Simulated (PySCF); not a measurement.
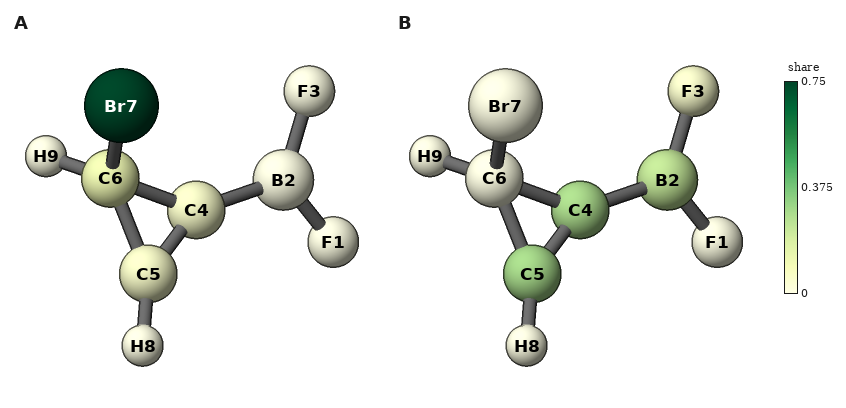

Each panel colours the atoms by their Löwdin share in one orbital (up to four of the largest shares; other atoms are shown as zero). Computed geometry: PBE0-D3(BJ)/def2-SVP optimisation. No frequency run is at hand to confirm it as a minimum. Level of theory: PBE0/aug-cc-pVDZ (PySCF 2.14.0).

The panels show the HOMO, LUMO, in some order. Which is which?

A: HOMO, −7.77 eV; Br7 0.74, C6 0.12, C4 0.06, C5 0.06
B: LUMO, −2.26 eV; C5 0.29, C4 0.28, B2 0.23, F3 0.05
